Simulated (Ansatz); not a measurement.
**C₂H₈Sn: a ladder of functionals and wavefunction methods**

How much do the methods differ for C₂H₈Sn? The plan is to run it at one geometry with functionals of several rungs and with coupled cluster, and see how far each lands from CCSD(T) at the basis-set limit for the atomisation energy.

Program: Ansatz 0.2.0, Gaussian basis. Level of theory: functionals in def2-TZVPP, the program's frozen cores in correlated methods. These are calculated values, not measurements.

The runs, in order: LDA (SPW92), PBE-D4, revPBE-D4, BLYP-D4, r2SCAN-D4, B97M-V, PBE0-D4, B3LYP-D4, r2SCANh-D4, r2SCAN0-D4, HSE06-D4, BHLYP-D4, CAM-B3LYP-D4, LC-ωPBE, ωB97X-V, ωB97M-V, B2PLYP, PBE-QIDH; CCSD(T)/def2-SVP; CCSD(T)/def2-TZVPP; MP2/def2-QZVPP; extrapolation to the limit; RPA on PBE.

### Step 1. Structure used throughout

An earlier PBE0-D4 in a triple-zeta def2 set relaxation fixed the geometry. Sn takes the def2 core potential; no spin-orbit term is included.

SMILES `[CH3][SnH2][CH3]`, 11 atoms, charge 0, spin multiplicity 1.

Atoms are counted from 1 here; the program's logs count them from 0.

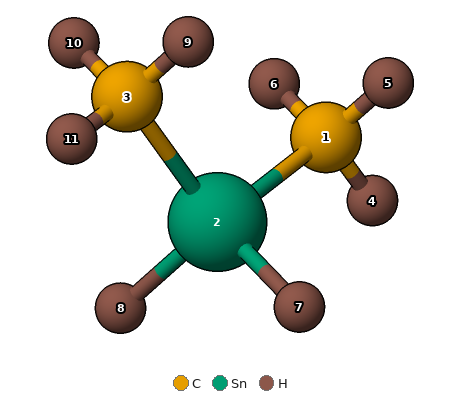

The structure; carbon amber, tin teal, hydrogen brown; atoms are numbered from 1 in the order of the file.

Geometry (Å):

```
C    -1.3074    1.1303   -0.4680
Sn   -0.2651   -0.7332   -0.2931
C     1.5799   -0.4404    0.7556
H    -2.2477    0.9908   -1.0016
H    -0.6962    1.8493   -1.0147
H    -1.5217    1.5320    0.5229
H     0.0540   -1.3635   -1.8553
H    -1.2383   -1.8600    0.5570
H     2.2060    0.2716    0.2167
H     1.3829   -0.0502    1.7547
H     2.1188   -1.3836    0.8465
```

### Step 2. LDA

This LDA is Slater exchange with PW92 correlation.

Input file in.yaml:

```yaml
crystal:
  periodic: [false, false, false]
  atoms:
    - {symbol: C, position_ang: [-1.307361, 1.130295, -0.468031]}
    - {symbol: Sn, position_ang: [-0.265103, -0.733239, -0.293141]}
    - {symbol: C, position_ang: [1.579921, -0.440384, 0.755557]}
    - {symbol: H, position_ang: [-2.247723, 0.990835, -1.001619]}
    - {symbol: H, position_ang: [-0.696232, 1.849254, -1.014695]}
    - {symbol: H, position_ang: [-1.521658, 1.531966, 0.522907]}
    - {symbol: H, position_ang: [0.054015, -1.363500, -1.855276]}
    - {symbol: H, position_ang: [-1.238298, -1.859970, 0.556979]}
    - {symbol: H, position_ang: [2.205954, 0.271631, 0.216721]}
    - {symbol: H, position_ang: [1.382943, -0.050246, 1.754662]}
    - {symbol: H, position_ang: [2.118842, -1.383641, 0.846537]}
basis:
  gaussian: {orbitals: def2-TZVPP}
hamiltonian: {xc: lda}
output: {orbitals: {seedname: orbitals}}
```

The run is started by

```sh
$ ansatz run in.yaml --threads 4 --pin off --events-out ev --progress --plain --max-ram 10444MiB
```

Further steps of the session: PBE-D4 (GGA); revPBE-D4 (GGA); BLYP-D4 (GGA); r2SCAN-D4 (meta-GGA); B97M-V (meta-GGA); PBE0-D4 (hybrid); B3LYP-D4 (hybrid); r2SCANh-D4 (hybrid); r2SCAN0-D4 (hybrid); HSE06-D4 (hybrid); BHLYP-D4 (hybrid); CAM-B3LYP-D4 (range-separated); LC-ωPBE (range-separated); ωB97X-V (range-separated); ωB97M-V (range-separated); B2PLYP (double hybrid); PBE-QIDH (double hybrid); CCSD(T) in def2-SVP; CCSD(T) in def2-TZVPP; MP2 in def2-QZVPP; RPA on PBE orbitals.

Before running them: what should the planned runs give, taken together? Wanted: atomisation energy, CCSD(T)/CBS; farthest beyond LDA; mean size of error, GGA; mean size of error, meta-GGA; mean size of error, hybrid; mean size of error, range-separated; mean size of error, double hybrid; gap, smallest and largest; T1 diagnostic.

As calculated:

| quantity | value |
| --- | --- |
| atomisation energy, CCSD(T)/CBS | 3627.5 kJ/mol |
| functionals within 36.3 kJ/mol (1.0 %) | PBE-D4, r2SCAN-D4, B97M-V, PBE0-D4, B3LYP-D4, r2SCANh-D4, HSE06-D4, CAM-B3LYP-D4, ωB97X-V, ωB97M-V |
| farthest beyond LDA | BHLYP-D4 (-82.6 kJ/mol) |
| mean size of error, GGA | 49.9 kJ/mol |
| mean size of error, meta-GGA | 16.5 kJ/mol |
| mean size of error, hybrid | 43.5 kJ/mol |
| mean size of error, range-separated | 19.4 kJ/mol |
| mean size of error, double hybrid | 55.2 kJ/mol |
| gap, smallest and largest | 6.57 eV (BLYP-D4), 13.02 eV (LC-ωPBE) |
| T1 diagnostic | 0.0110 |
| triples share of the correlation energy | 3.2 % |

The LDA atomisation energy is off by 407.6 kJ/mol (11 %): it overbinds. PBE-D4 misses by -11.5 kJ/mol. Double hybrids carry the basis error of their MP2 part in triple zeta, and no dispersion term here, so their miss is partly the set-up's. The rungs meta-GGA, range-separated miss on average by less than the doubt on the reference (36.3 kJ/mol), so they tie. Misses under about 36.3 kJ/mol are within the doubt on the reference itself, which lacks core-valence correlation, spin-orbit coupling and higher excitations, and its outer-core shells are covered unevenly. All levels share the lack of spin-orbit coupling, which lowers the free heavy atoms and so the true binding. Hartree-Fock recovers 75 % of the binding; the rest is correlation. CCSD(T) in def2-SVP is off by -200.4 kJ/mol, so the small basis spoils what the method gains. Orbital gaps span 6.6 to 13.0 eV; exact exchange widens them. Correlated methods include outer-core shells of Sn, which these sets cover unevenly.
